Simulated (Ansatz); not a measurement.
System: CaRuO.

```xyz
12
Lattice="8.4967 0.0000 0.0000 0.0000 3.7562 0.0000 0.0000 0.0000 7.2947" Properties=species:S:1:pos:R:3 pbc="T T T"
Ca    2.8862    2.8172    4.2437
Ca    1.3622    0.9391    0.5963
Ca    5.6106    0.9391    3.0510
Ca    7.1345    2.8172    6.6984
Ru    0.2161    0.9391    4.2849
Ru    4.0323    2.8172    0.6376
Ru    8.2807    2.8172    3.0098
Ru    4.4644    0.9391    6.6572
O     8.3533    0.9391    6.1743
O     4.3918    2.8172    2.5270
O     0.1434    2.8172    1.1204
O     4.1049    0.9391    4.7678
```

Space group Pnma; a generated structure, not necessarily the stable one; computed without spin polarisation.

Method: DFT PBE, scalar-relativistic, plane waves, PAW (Ansatz 0.2.0).

**Predict the valence pseudo-density and electron localisation function between the atoms.**

Ru–O (1.92 Å): ρ at the midpoint is about 1 e/Å³; the ELF peaks at about 0.80 in the valence shell of O, 0.6 Å from its nucleus, and drops to about 0.25 between the two atoms; no localised pair shows between them.
Ca–O (2.28 Å): ρ is about 0.32 e/Å³ halfway; the ELF peaks at about 0.85 in the valence shell of O, 0.6 Å from its nucleus, and drops to about 0.10 between the two atoms: an ionic contact with no shared pair.

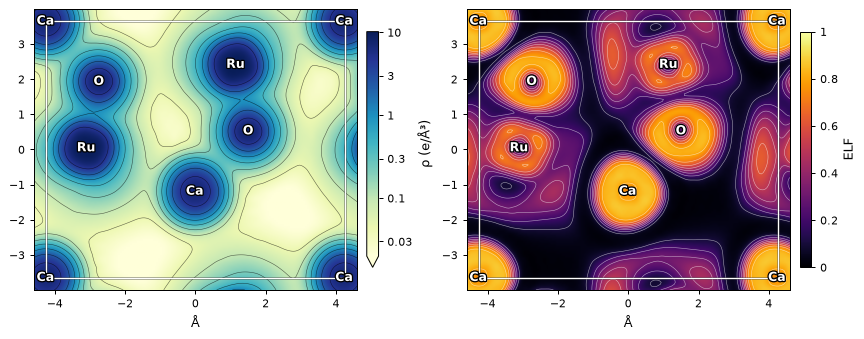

Computed valence pseudo-density and electron localisation function on the (010) plane of the conventional cell, in this order. 

Core electrons are frozen (PAW), and the valence fields are smoothed inside the atomic spheres.
